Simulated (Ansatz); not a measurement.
**singlet CH5Si+ at 6 levels**

Wanted: a comparison of 6 runs (HF/STO-3G, B2PLYP/STO-3G, SVWN5/STO-3G, RPA@PBE/STO-3G, CCSDT(Q)/STO-3G, CCSDTQ/STO-3G) of singlet CH5Si+. 

The calculation is run with Ansatz 0.2.0.

52 further runs of the same task are left out: 52 set aside as unsound or not needed.

## 1. The structure to begin with

CH5Si+ has 7 atoms, charge +1, and is taken as a singlet. As SMILES of the parent species, `C[SiH2]`. Geometry: relaxed at PBE0-D4/def2-TZVP. That shape belongs to the parent species and isn't relaxed for this state.

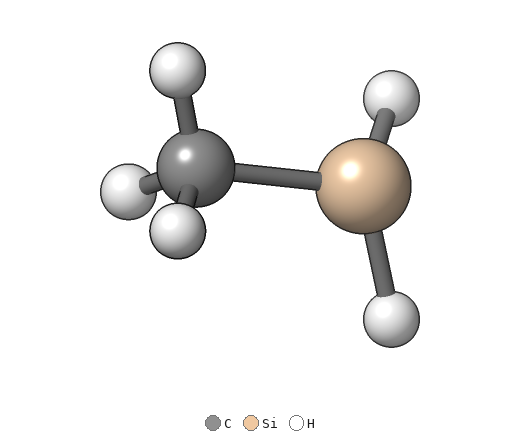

Viewed from a chosen angle; carbon grey, silicon light orange, hydrogen white.

## 2. A single-point energy at HF/STO-3G (run 1)

File job.yaml:

```yaml
crystal:
  periodic: [false, false, false]
  atoms:
    - {symbol: C, position_ang: [-0.122600, -0.803200, 0.095200]}
    - {symbol: Si, position_ang: [0.176200, 1.034800, 0.314000]}
    - {symbol: H, position_ang: [-0.204800, -1.054900, -0.966600]}
    - {symbol: H, position_ang: [0.699200, -1.383300, 0.519500]}
    - {symbol: H, position_ang: [-1.047100, -1.107700, 0.589500]}
    - {symbol: H, position_ang: [-0.951500, 1.846400, -0.225700]}
    - {symbol: H, position_ang: [1.450600, 1.468000, -0.326000]}
basis:
  gaussian:
    orbitals: STO-3G
total_charge: 1
hamiltonian:
  xc: hf
accuracy: high
```

On the command line:

```bash
$ ansatz run job.yaml --threads 1 --pin off --max-ram 2610MiB --events-out events.jsonl --progress --plain --runs-dir runs
```

The program printed:

```text
Warning: RAYON_NUM_THREADS=1 ignored (pool sized by the plan → 1); use --threads N
Functional definition: HF
  name "HF"
  exchange = exact_x
  correlation = 0
334 factors; integrals over basis functions are off by at most 7.8e-9 eV
mean field evaluation 1: about -8860.5437 eV, gradient 1.7e1 eV
mean field evaluation 2: about -8860.5728 eV, gradient 1.7e1 eV
mean field evaluation 4: about -8861.7340 eV, gradient 1.0e0 eV
mean field evaluation 8: about -8861.7407 eV, gradient 2.5e-6 eV
mean field -8861.74073086 eV, -325.6629651556 hartree, gradient 7.0e-8 eV, S^2 0.000000; 0 other end points of the search recorded, 0 dependent functions left out
reference -8861.74073086 eV, -325.6629651556 hartree; 12, 12 occupied and 7, 7 virtual orbitals, 334 factors
Total energy: -8861.74073086 eV, -325.6629651556 hartree
```

It took 0.12 s on 1 thread of Arm Neoverse V1, shared host.

## 3. The energy at B2PLYP/STO-3G (run 2)

File molecule.yaml:

```yaml
crystal:
  periodic: [false, false, false]
  atoms:
    - {symbol: C, position_ang: [-0.122600, -0.803200, 0.095200]}
    - {symbol: Si, position_ang: [0.176200, 1.034800, 0.314000]}
    - {symbol: H, position_ang: [-0.204800, -1.054900, -0.966600]}
    - {symbol: H, position_ang: [0.699200, -1.383300, 0.519500]}
    - {symbol: H, position_ang: [-1.047100, -1.107700, 0.589500]}
    - {symbol: H, position_ang: [-0.951500, 1.846400, -0.225700]}
    - {symbol: H, position_ang: [1.450600, 1.468000, -0.326000]}
basis:
  gaussian:
    orbitals: STO-3G
correlation:
  frozen_orbitals: {C: 1, H: 0, Si: 5}
accuracy: high
hamiltonian:
  xc: {name: B2PLYP}
total_charge: 1
```

On the command line:

```bash
$ ansatz run molecule.yaml --threads 1 --pin off --max-ram 2610MiB --events-out events.jsonl --progress --plain --runs-dir runs
```

The program printed, cut to the lines that bear on the results:

```text
Warning: RAYON_NUM_THREADS=1 ignored (pool sized by the plan → 1); use --threads N
Functional definition: B2PLYP
  name "B2PLYP"
[...]
334 factors; integrals over basis functions are off by at most 7.8e-9 eV
[...]
mean field -8877.33023862 eV, -326.2358689988 hartree, gradient 2.0e-8 eV, S^2 0.000000; 0 other end points of the search recorded, 0 dependent functions left out
6 core orbitals not correlated: weight in the atoms' cores, before any rotation towards them, 1.000 or more for the frozen orbitals, at most 0.000 for the correlated occupied ones
reference -8877.33025770 eV, -326.2358697000 hartree; 6, 6 occupied and 7, 7 virtual orbitals, 334 factors
second order -3.24711218 eV of doubles, -0.00000000 eV of singles
Total energy: -8878.20697799 eV, -326.2680885764 hartree
```

Wall time 2 s (1 thread of Arm Neoverse V1, shared host); peak memory 0.1 GiB.

Runs 3 to 5 aren't shown in full; the table further down has their settings and results.

## 4. The energy at CCSDTQ/STO-3G (run 6)

File in.yaml:

```yaml
crystal:
  periodic: [false, false, false]
  atoms:
    - {symbol: C, position_ang: [-0.122600, -0.803200, 0.095200]}
    - {symbol: Si, position_ang: [0.176200, 1.034800, 0.314000]}
    - {symbol: H, position_ang: [-0.204800, -1.054900, -0.966600]}
    - {symbol: H, position_ang: [0.699200, -1.383300, 0.519500]}
    - {symbol: H, position_ang: [-1.047100, -1.107700, 0.589500]}
    - {symbol: H, position_ang: [-0.951500, 1.846400, -0.225700]}
    - {symbol: H, position_ang: [1.450600, 1.468000, -0.326000]}
basis:
  gaussian: {orbitals: STO-3G}
total_charge: 1
correlation: {method: ccsdtq, frozen_orbitals: {C: 1, H: 0, Si: 5}}
accuracy: high
scf: {omitted_lower_state_checks: [cluster_reference, increment]}
```

On the command line:

```bash
$ ansatz run in.yaml --threads 1 --pin off --max-ram 2610MiB --events-out events.jsonl --progress --plain --runs-dir runs
```

The program printed, cut to the lines that bear on the results:

```text
Warning: RAYON_NUM_THREADS=1 ignored (pool sized by the plan → 1); use --threads N
[... 2 set-up lines as earlier in the session ...]
[...]
334 factors; integrals over basis functions are off by at most 7.8e-9 eV
[...]
mean field -8861.74073086 eV, -325.6629651556 hartree, gradient 7.0e-8 eV, S^2 0.000000; 0 other end points of the search recorded, 0 dependent functions left out
6 core orbitals not correlated: weight in the atoms' cores, before any rotation towards them, 1.000 or more for the frozen orbitals, at most 0.000 for the correlated occupied ones
reference -8861.74073086 eV, -325.6629651556 hartree; 6, 6 occupied and 7, 7 virtual orbitals, 334 factors
second order -2.53662588 eV of doubles, -0.00000000 eV of singles
cycle   1  -3.16508193 eV  change   -6.3e-1 eV  update   6.6e-2
[...]
cycle  23  -3.55175379 eV  change  -4.0e-11 eV  update  7.6e-10
Total energy: -8865.29248465 eV, -325.7934896999 hartree
Checks for a lower state left out: cluster_reference, increment
```

Wall time 4.2 s (1 thread of Arm Neoverse V1, shared host); peak memory 0.1 GiB.

## 5. The series

```tsv
run	level	frozen core orbitals	energy (Eh)	wall time
1	HF/STO-3G	–	-325.662965	0.12 s
2	B2PLYP/STO-3G	6	-326.268089	2 s
3	SVWN5/STO-3G	–	-324.883037	0.8 s
4	RPA@PBE/STO-3G	6	-325.855765	1.8 s
5	CCSDT(Q)/STO-3G	6	-325.793471	0.34 s
6	CCSDTQ/STO-3G	6	-325.793490	4.2 s
```

## 6. Outcome

| quantity | value |
| --- | --- |
| run 6: total energy | -325.79349 Eh |
| run 6: correlation energy (6 core orbitals frozen) | -130.5 mEh |
| run 6: T1 diagnostic | 0.008 |

In words: Below the HF energy at the same shape and in the same basis (STO-3G): CCSDT(Q) -130.5 mEh; CCSDTQ -130.5 mEh. Totals of different functionals can't be ranked against each other. In runs 1, 2, 3, 4, 5, 6 the basis is minimal, so the values are rough. All runs together took 9.3 s, the longest 4.2 s.
